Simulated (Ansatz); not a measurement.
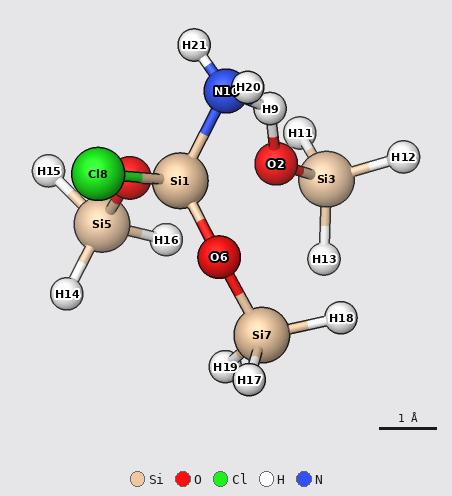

**Figure 1.** The structure as given in the input (ball-and-stick view, seen at a tilt; atoms are numbered from 1 in the order of the input).

# Geometry relaxation of Si4NH12ClO3 (part 1 of 3)

- system: Si4NH12ClO3
- method: RKS PBE0-D4/def2-SVP (Ansatz 0.2.0)

The input holds or restrains some coordinates. Figures and captions count atoms from 1; the log counts them from 0 in places.

The program's output
```
Functional definition: PBE0
  name "PBE0"
  cite "Adamo & Barone, J. Chem. Phys. 110, 6158 (1999) doi:10.1063/1.478522"
  cite "Perdew, Burke & Ernzerhof, Phys. Rev. Lett. 77, 3865 (1996) doi:10.1103/PhysRevLett.77.3865"
  parent pbe
  parameter a = 0.25
  parameter kappa = 0.804
  parameter beta = 0.06672455060314922
  exchange = (1 - a)*pbe_x(kappa = kappa, mu = beta*pi^2/3) + a*exact_x
  correlation = pbe_c(beta = beta)
2092 factors; integrals over basis functions are off by at most 6.1e-4 eV
mean field evaluation 1: about -51808.1398 eV, gradient 8.4e1 eV
mean field evaluation 2: about -51791.8605 eV, gradient 1.2e2 eV
mean field evaluation 4: about -51820.3854 eV, gradient 5.8e0 eV
mean field evaluation 8: about -51820.4602 eV, gradient 3.8e-1 eV
mean field evaluation 16: about -51820.4605 eV, gradient 2.9e-5 eV
mean field -51820.46048608 eV, -1904.3667976937 hartree, gradient 2.9e-5 eV, S^2 0.000000; 0 other end points of the search recorded, 0 dependent functions left out
the calculation of the forces begins
reference -51820.46052590 eV, -1904.3667991569 hartree; 58, 58 occupied and 148, 148 virtual orbitals, 2092 factors
relax step   1: F+E_penalty+E_count = -51821.13413238 eV  Δ(F+E_penalty+E_count) = +0.000e0 eV  max|allowed force component| = 9.997e-1 eV/Å  Δτ_max = 0.0000 Å  (28 SCF iters, accepted)
  distance Si 0 - N 9 held at 1.838858 Å   reaction = +2.4337e-1 eV/Å
  distance O 1 - H 8 held at 1.249165 Å   reaction = +7.8367e-1 eV/Å
  distance Si 0 - O 1 held at 2.147224 Å   reaction = +1.0861e0 eV/Å
  distance H 8 - N 9 held at 1.231750 Å   reaction = +5.8261e-1 eV/Å
these checks for a lower state are left out or cut short: starts, cluster_reference, orbital_swaps, neighbouring_geometries, increment
2092 factors; integrals over basis functions are off by at most 6.7e-4 eV
mean field -51820.83033574 eV, -1904.3803894180 hartree, gradient 8.9e-6 eV, S^2 0.000000; 0 other end points of the search recorded, 0 dependent functions left out
[... from here on the field's lines of each further geometry are left out, up to the last ...]
relax step   2: F+E_penalty+E_count = -51821.49198264 eV  Δ(F+E_penalty+E_count) = -3.579e-1 eV  max|allowed force component| = 6.785e-1 eV/Å  Δτ_max = 0.1426 Å  (29 SCF iters, accepted)
relax step   3: F+E_penalty+E_count = -51821.52851639 eV  Δ(F+E_penalty+E_count) = -3.653e-2 eV  max|allowed force component| = 2.593e-1 eV/Å  Δτ_max = 0.0446 Å  (31 SCF iters, accepted)
relax step   4: F+E_penalty+E_count = -51821.55322770 eV  Δ(F+E_penalty+E_count) = -2.471e-2 eV  max|allowed force component| = 2.022e-1 eV/Å  Δτ_max = 0.2000 Å  (28 SCF iters, accepted)
relax step   5: F+E_penalty+E_count = -51821.56217433 eV  Δ(F+E_penalty+E_count) = -8.947e-3 eV  max|allowed force component| = 1.793e-1 eV/Å  Δτ_max = 0.1535 Å  (30 SCF iters, accepted)
relax step   6: F+E_penalty+E_count = -51821.57177030 eV  Δ(F+E_penalty+E_count) = -9.596e-3 eV  max|allowed force component| = 1.391e-1 eV/Å  Δτ_max = 0.0706 Å  (29 SCF iters, accepted)
relax step   7: F+E_penalty+E_count = -51821.58824089 eV  Δ(F+E_penalty+E_count) = -1.647e-2 eV  max|allowed force component| = 2.584e-1 eV/Å  Δτ_max = 0.1950 Å  (28 SCF iters, accepted)
relax step   8: F+E_penalty+E_count = -51821.59771045 eV  Δ(F+E_penalty+E_count) = -9.470e-3 eV  max|allowed force component| = 2.852e-1 eV/Å  Δτ_max = 0.1388 Å  (30 SCF iters, accepted)
relax step   9: F+E_penalty+E_count = -51821.61844272 eV  Δ(F+E_penalty+E_count) = -2.073e-2 eV  max|allowed force component| = 1.544e-1 eV/Å  Δτ_max = 0.2000 Å  (29 SCF iters, accepted)
relax step  10: F+E_penalty+E_count = -51821.62452820 eV  Δ(F+E_penalty+E_count) = -6.085e-3 eV  max|allowed force component| = 8.754e-2 eV/Å  Δτ_max = 0.0423 Å  (29 SCF iters, accepted)
relax step  11: F+E_penalty+E_count = -51821.63014440 eV  Δ(F+E_penalty+E_count) = -5.616e-3 eV  max|allowed force component| = 2.152e-1 eV/Å  Δτ_max = 0.1851 Å  (29 SCF iters, accepted)
relax step  12: F+E_penalty+E_count = -51821.63708793 eV  Δ(F+E_penalty+E_count) = -6.944e-3 eV  max|allowed force component| = 1.735e-1 eV/Å  Δτ_max = 0.0317 Å  (31 SCF iters, accepted)
relax step  13: F+E_penalty+E_count = -51821.64650584 eV  Δ(F+E_penalty+E_count) = -9.418e-3 eV  max|allowed force component| = 6.065e-2 eV/Å  Δτ_max = 0.0795 Å  (30 SCF iters, accepted)
relax step  14: F+E_penalty+E_count = -51821.66138006 eV  Δ(F+E_penalty+E_count) = -1.487e-2 eV  max|allowed force component| = 2.111e-1 eV/Å  Δτ_max = 0.1963 Å  (29 SCF iters, accepted)
relax step  15: F+E_penalty+E_count = -51821.66708688 eV  Δ(F+E_penalty+E_count) = -5.707e-3 eV  max|allowed force component| = 3.782e-1 eV/Å  Δτ_max = 0.1993 Å  (29 SCF iters, accepted)
relax step  16: F+E_penalty+E_count = -51821.68526480 eV  Δ(F+E_penalty+E_count) = -1.818e-2 eV  max|allowed force component| = 2.211e-1 eV/Å  Δτ_max = 0.0658 Å  (29 SCF iters, accepted)
relax step  17: F+E_penalty+E_count = -51821.70492357 eV  Δ(F+E_penalty+E_count) = -1.966e-2 eV  max|allowed force component| = 1.087e-1 eV/Å  Δτ_max = 0.0993 Å  (30 SCF iters, accepted)
relax step  18: F+E_penalty+E_count = -51821.71442304 eV  Δ(F+E_penalty+E_count) = -9.499e-3 eV  max|allowed force component| = 1.937e-1 eV/Å  Δτ_max = 0.1867 Å  (29 SCF iters, accepted)
relax step  19: F+E_penalty+E_count = -51821.68535928 eV  Δ(F+E_penalty+E_count) = +2.906e-2 eV  max|allowed force component| = 6.682e-1 eV/Å  Δτ_max = 0.1731 Å  (29 SCF iters, rejected (line search))
relax step  20: F+E_penalty+E_count = -51821.72552484 eV  Δ(F+E_penalty+E_count) = -1.110e-2 eV  max|allowed force component| = 6.531e-2 eV/Å  Δτ_max = 0.0829 Å  (27 SCF iters, accepted)
relax step  21: F+E_penalty+E_count = -51821.73130639 eV  Δ(F+E_penalty+E_count) = -5.782e-3 eV  max|allowed force component| = 2.515e-2 eV/Å  Δτ_max = 0.0999 Å  (26 SCF iters, accepted)
relax step  22: F+E_penalty+E_count = -51821.73750484 eV  Δ(F+E_penalty+E_count) = -6.198e-3 eV  max|allowed force component| = 7.640e-2 eV/Å  Δτ_max = 0.1463 Å  (27 SCF iters, accepted)
relax step  23: F+E_penalty+E_count = -51821.74067008 eV  Δ(F+E_penalty+E_count) = -3.165e-3 eV  max|allowed force component| = 2.660e-1 eV/Å  Δτ_max = 0.1951 Å  (29 SCF iters, accepted)
relax step  24: F+E_penalty+E_count = -51821.74548176 eV  Δ(F+E_penalty+E_count) = -4.812e-3 eV  max|allowed force component| = 1.616e-1 eV/Å  Δτ_max = 0.0488 Å  (28 SCF iters, accepted)
relax step  25: F+E_penalty+E_count = -51821.75711797 eV  Δ(F+E_penalty+E_count) = -1.164e-2 eV  max|allowed force component| = 8.893e-2 eV/Å  Δτ_max = 0.1999 Å  (30 SCF iters, accepted)
relax step  26: F+E_penalty+E_count = -51821.70821984 eV  Δ(F+E_penalty+E_count) = +4.890e-2 eV  max|allowed force component| = 6.087e-1 eV/Å  Δτ_max = 0.2000 Å  (29 SCF iters, rejected (line search))
relax step  27: F+E_penalty+E_count = -51821.76105700 eV  Δ(F+E_penalty+E_count) = -3.939e-3 eV  max|allowed force component| = 4.118e-2 eV/Å  Δτ_max = 0.1000 Å  (27 SCF iters, accepted)
relax step  28: F+E_penalty+E_count = -51821.76346348 eV  Δ(F+E_penalty+E_count) = -2.406e-3 eV  max|allowed force component| = 5.292e-2 eV/Å  Δτ_max = 0.0982 Å  (26 SCF iters, accepted)
relax step  29: F+E_penalty+E_count = -51821.76441427 eV  Δ(F+E_penalty+E_count) = -9.508e-4 eV  max|allowed force component| = 8.137e-2 eV/Å  Δτ_max = 0.0848 Å  (27 SCF iters, accepted)
relax step  30: F+E_penalty+E_count = -51821.76521788 eV  Δ(F+E_penalty+E_count) = -8.036e-4 eV  max|allowed force component| = 3.487e-2 eV/Å  Δτ_max = 0.0322 Å  (24 SCF iters, accepted)
the calculation of the forces begins
reference -51821.09606144 eV, -1904.3901546574 hartree; 58, 58 occupied and 148, 148 virtual orbitals, 2092 factors
relax step  31: F+E_penalty+E_count = -51821.76577742 eV  Δ(F+E_penalty+E_count) = -5.595e-4 eV  max|allowed force component| = 3.159e-2 eV/Å  Δτ_max = 0.0404 Å  (27 SCF iters, accepted)
  distance Si 0 - N 9 held at 1.838858 Å   reaction = +2.3913e-2 eV/Å
  distance O 1 - H 8 held at 1.249165 Å   reaction = +3.2228e-2 eV/Å
  distance Si 0 - O 1 held at 2.147224 Å   reaction = +2.8155e-1 eV/Å
  distance H 8 - N 9 held at 1.231750 Å   reaction = -1.3309e-1 eV/Å
2092 factors; integrals over basis functions are off by at most 6.5e-4 eV
mean field evaluation 224: about -51821.0960 eV, gradient 1.2e-3 eV
```

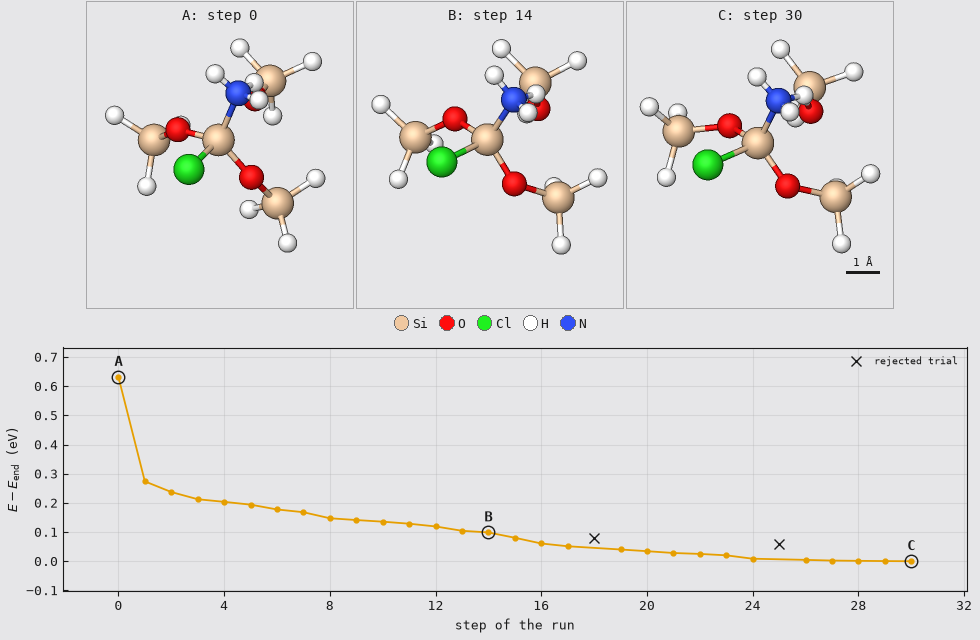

**Figure 2.** Frames of the restrained relaxation (ball-and-stick view, seen at a tilt) above the curves, on which the letters mark them (the first geometry is step 0 here and step 1 in the log).

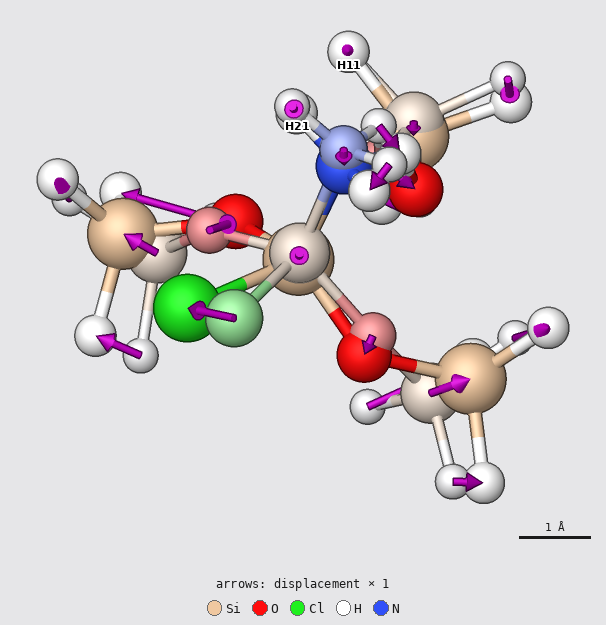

**Figure 3.** Start (faint) and end (solid) with the displacements as pink arrows, at true length (ball-and-stick view, seen at a tilt). The two geometries are laid on each other by the best rigid fit. The largest move after the best rigid fit is that of H19, 1.63 Å. By element the largest moves are H 1.63 Å, Cl 0.98 Å, O 0.82 Å, Si 0.74 Å, N 0.31 Å. Distances before and after: O2–Si3 1.597 → 1.666 Å, Si1–Cl8 2.055 → 2.117 Å, O4–Si5 1.631 → 1.680 Å, Si1–O4 1.604 → 1.643 Å. Among the angles that change: Si1–O6–Si7 148.3° → 132.8°, O4–Si5–H15 100.5° → 110.2°, Si1–O4–Si5 145.3° → 135.8°. The energy falls by 0.632 eV in 30 geometry steps. The largest force component goes from 1 to 0.032 eV/Å. The line search rejected the trial steps at points 18, 25 (counted from 0) and went back. (Atoms are counted from 1 in the order of the input.)

```
mean field -51821.09602114 eV, -1904.3901531763 hartree, gradient 8.7e-5 eV, S^2 0.000000; 1 other end points of the search recorded, 0 dependent functions left out
the calculation of the forces begins
reference -51821.09606144 eV, -1904.3901546574 hartree; 58, 58 occupied and 148, 148 virtual orbitals, 2092 factors
Total energy: -51821.76581772 eV, -1904.4147677468 hartree
Atom 0 at     0.552562     0.118853     0.893766 Å, force     0.011537     0.018548    -0.295118 eV/Å
Atom 1 at     0.518429     0.157193    -1.252844 Å, force     0.015924     0.027797     0.287384 eV/Å
Atom 2 at    -0.831369     0.378061    -2.204736 Å, force     0.008947    -0.007790     0.004267 eV/Å
Atom 3 at    -1.042345     0.502034     0.793647 Å, force     0.009710    -0.008446     0.018759 eV/Å
Atom 4 at    -2.299753     0.716320     1.887588 Å, force     0.027412    -0.008257    -0.031590 eV/Å
Atom 5 at     1.137258    -1.397831     0.746888 Å, force    -0.011988     0.002871    -0.000203 eV/Å
Atom 6 at     1.373213    -2.409280    -0.577607 Å, force     0.005294     0.011728     0.000744 eV/Å
Atom 7 at     0.860710     0.421671     2.966469 Å, force    -0.002923    -0.007179    -0.005696 eV/Å
Atom 8 at     1.308328     1.023087    -0.820753 Å, force    -0.061500    -0.066470    -0.129601 eV/Å
Atom 9 at     1.697310     1.419808     0.278571 Å, force     0.021609     0.031196     0.127032 eV/Å
Atom 10 at    -1.415447     1.744695    -2.013967 Å, force    -0.000498    -0.000312     0.000028 eV/Å
Atom 11 at    -0.442197     0.244106    -3.643415 Å, force     0.001132     0.002222    -0.001643 eV/Å
Atom 12 at    -1.870170    -0.647959    -1.896968 Å, force    -0.003355     0.000050     0.004682 eV/Å
Atom 13 at    -2.402061    -0.446521     2.810216 Å, force     0.002396    -0.010285     0.019788 eV/Å
Atom 14 at    -2.105131     1.978519     2.653399 Å, force     0.002282     0.016445     0.016596 eV/Å
Atom 15 at    -3.534472     0.817063     1.064440 Å, force    -0.029310     0.007263    -0.017802 eV/Å
Atom 16 at     1.786404    -3.713262     0.018906 Å, force     0.000071     0.001061    -0.001635 eV/Å
Atom 17 at     2.480519    -1.915266    -1.443831 Å, force    -0.000749    -0.003380     0.003583 eV/Å
Atom 18 at     0.123704    -2.622807    -1.358737 Å, force     0.000602    -0.003470     0.002481 eV/Å
Atom 19 at     2.670624     1.265933     0.543367 Å, force     0.001552    -0.000402    -0.000200 eV/Å
Atom 20 at     1.433884     2.365485     0.555700 Å, force     0.001854    -0.003190    -0.001856 eV/Å
Dipole moment:     0.288832     0.576277    -0.136735 e Å
```

Trajectory as extended XYZ (Å, eV, eV/Å), 23 of the 31 frames kept, from step=1 to step=31
```
21
Properties=species:S:1:pos:R:3:forces:R:3 step=1 energy=-51821.13413
Si    0.8659    0.3160    1.0020    0.3670   0.6601  -0.6596
O     0.2670    0.6671   -1.0299    1.3074   0.0659   1.6091
Si   -0.7369    0.5664   -2.2682   -0.4689   0.1072  -0.7738
O    -0.6116    0.7621    1.4388    0.2969   0.4941   0.0133
Si   -2.1742    0.3061    1.5440    0.0230   0.2355   0.2763
O     1.1849   -1.1929    0.5669    0.4206   0.1948   0.1504
Si    0.6994   -2.5484   -0.2046    0.3044   0.0554   0.0962
Cl    1.8033    0.3074    2.8306    0.5304   0.0704   0.9997
H     1.1787    1.4704   -0.7402   -0.0634  -0.2011   0.1762
N     1.8590    1.6772    0.2656   -0.2356  -0.0688  -0.5177
H    -1.7126    1.6642   -2.2067   -0.5373   0.3346  -0.1736
H     0.0841    0.7042   -3.4796    0.0550   0.0002  -0.6921
H    -1.4297   -0.7271   -2.2616   -0.3512  -0.4870  -0.1026
H    -2.2265   -0.9160    2.3493   -0.2791  -0.4681   0.2695
H    -2.7457    1.4683    2.2200   -0.7319   0.2362   0.2299
H    -2.7068    0.0835    0.2033   -0.4201  -0.1249  -0.5177
H     1.5598   -3.5469    0.4269    0.1101  -0.7725  -0.0359
H     0.9781   -2.3761   -1.6273   -0.0109  -0.2006  -0.6605
H    -0.7217   -2.7560    0.0743   -0.5772  -0.2512  -0.0321
H     2.8512    1.4913    0.1880    0.3153  -0.1042   0.0771
H     1.7343    2.5791    0.7085   -0.0546   0.2242   0.2680
21
Properties=species:S:1:pos:R:3:forces:R:3 step=2 energy=-51821.49198
Si    0.8985    0.3399    1.0284    0.3515   0.3420   0.0026
O     0.2910    0.6587   -1.0063    0.7039   0.1804   0.6832
Si   -0.7297    0.5496   -2.2625   -0.4934   0.0222  -0.6784
O    -0.5906    0.7999    1.4612   -0.0389   0.2407   0.1507
Si   -2.1766    0.3626    1.5699   -0.3525   0.0412   0.1828
O     1.2233   -1.1758    0.5763    0.3042  -0.1536   0.1612
Si    0.7494   -2.5383   -0.2251    0.0407  -0.3043  -0.0607
Cl    1.8692    0.3588    2.9047   -0.0340  -0.0008  -0.0547
H     1.2030    1.4620   -0.7175   -0.0840  -0.1138   0.0135
N     1.8908    1.6939    0.2777   -0.1365  -0.0935  -0.2299
H    -1.7653    1.6274   -2.2462   -0.0756   0.0765  -0.0064
H     0.0290    0.6683   -3.5460    0.0056   0.0024  -0.0874
H    -1.4464   -0.7568   -2.2707   -0.0408  -0.1426   0.0401
H    -2.3072   -0.8825    2.3728   -0.0060  -0.0734   0.0607
H    -2.8856    1.4865    2.2409   -0.0610  -0.0212  -0.0093
H    -2.7605    0.1228    0.2265   -0.0254   0.0029  -0.1646
H     1.5519   -3.6595    0.3402   -0.0294  -0.0386  -0.0537
H     1.0027   -2.4202   -1.6824    0.0418   0.0230  -0.1279
H    -0.6970   -2.7922    0.0063   -0.1288   0.0111   0.0178
H     2.8884    1.5001    0.2176    0.0694  -0.0346   0.0623
H     1.7614    2.5947    0.7344   -0.0109   0.0342   0.0981
```
